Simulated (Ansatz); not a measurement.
BH8NSi

Input file:

```
crystal:
  periodic: [false, false, false]
  atoms:
    - {symbol: B, position_ang: [-0.749915, -0.329656, -0.229511]}
    - {symbol: N, position_ang: [-0.996676, 1.141599, -0.720085]}
    - {symbol: H, position_ang: [-0.617461, -1.132653, -1.112582]}
    - {symbol: H, position_ang: [-1.384957, -0.648441, 0.739075]}
    - {symbol: H, position_ang: [0.148166, 0.703617, -0.134234]}
    - {symbol: Si, position_ang: [1.241995, -0.549513, 0.667091]}
    - {symbol: H, position_ang: [-1.637249, 1.712070, -0.195946]}
    - {symbol: H, position_ang: [-1.023413, 1.308473, -1.711225]}
    - {symbol: H, position_ang: [2.439653, -0.369914, -0.203438]}
    - {symbol: H, position_ang: [1.505944, 0.161650, 1.950821]}
    - {symbol: H, position_ang: [1.073914, -1.997233, 0.950134]}
basis:
  gaussian: {orbitals: def2-TZVPP}
hamiltonian: {xc: pbe0, dispersion: d4}
output: {orbitals: {seedname: orbitals}}
```

Run with:

```sh
ansatz run in.yaml --threads 2 --pin off --events-out ev --progress --plain --max-ram 4352MiB
```

A transition-state structure; geometry: PBE0-D4/def2-TZVP.

Theory: RKS PBE0-D4/def2-TZVPP in Ansatz 0.2.0.

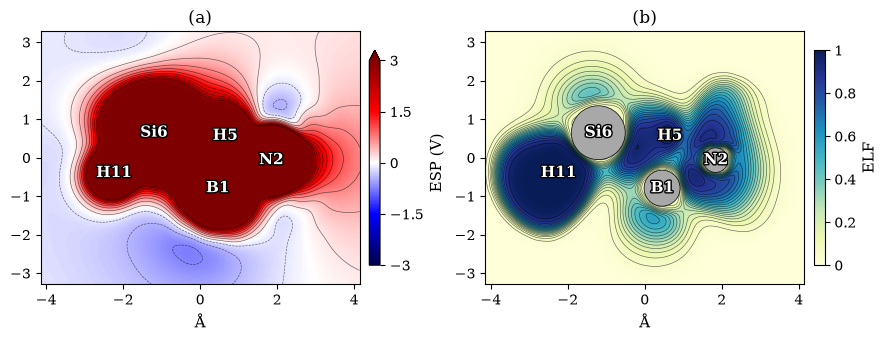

Figure 1. (a) molecular electrostatic potential; (b) electron localisation function on the plane of atoms H5, B1 and Si6. Grey discs cover the atomic cores in the ELF map.

Read the bonding off the picture.

Answer. Atoms in the plane: B, N, H and Si. B–N (1.57 Å): the ELF peaks at about 0.90 between the atoms; a shared but strongly polarised pair. Si–B (2.20 Å): the ELF peaks at about 0.90 between the atoms (localised, covalent bonding). Si–H (1.48 Å): the ELF climbs to about 1 towards the hydrogen, as it does in any bond to H. Outside the dense part of the molecule the potential is most negative (−0.8 V) near H4, which lies off the plane.

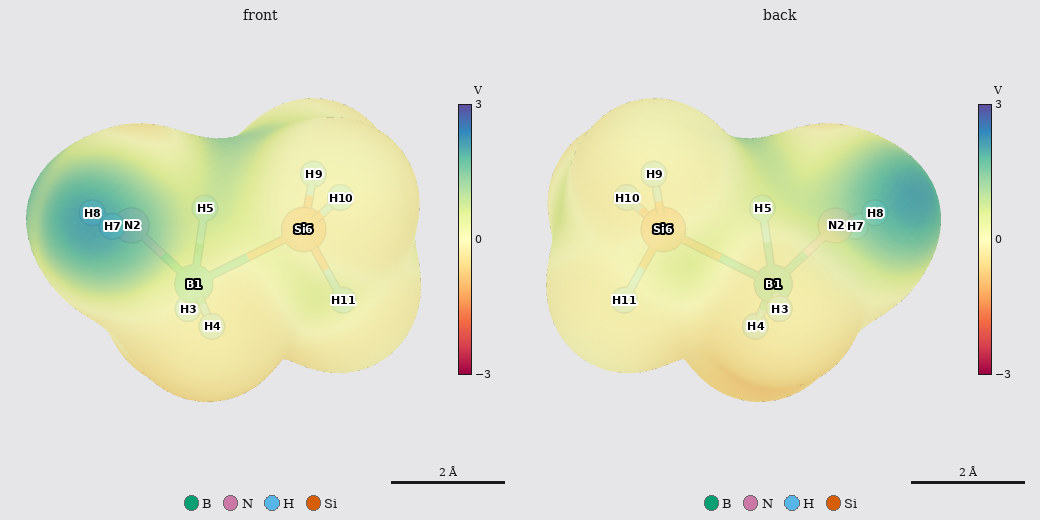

Figure 2. The electrostatic potential painted on the density surface at 0.002 e/bohr³, seen from the front and from behind; red is negative and blue positive.

Which sites attract a positive test charge, and which a negative one?

Answer. A positive charge is drawn to the negative regions and a negative charge to the positive ones. The most negative region (about −0.7 V, or −16 kcal/mol for a unit charge) lies over H4, the most positive (about +2.1 V, or +48 kcal/mol for a unit charge) over H7 and H8.

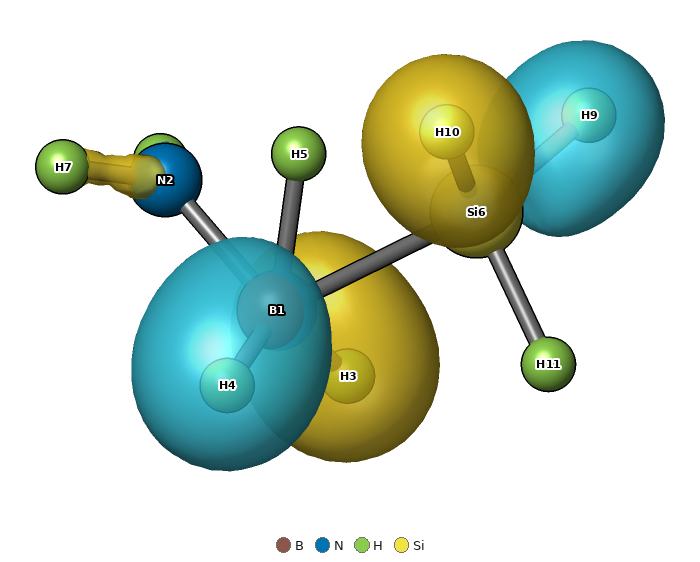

Figure 3. The HOMO−1 at ±0.15 Å⁻³ᐟ² (yellow and cyan are the two phases), seen at a tilt.

Describe this orbital and give its energy.

Answer. Its weight (Hirshfeld) is mainly on B1 (about 25 %), H3 (about 15 %), H4 (about 15 %), Si6 (about 15 %), H10 (about 10 %) and H9 (about 10 %). Its energy is −8.93 eV.
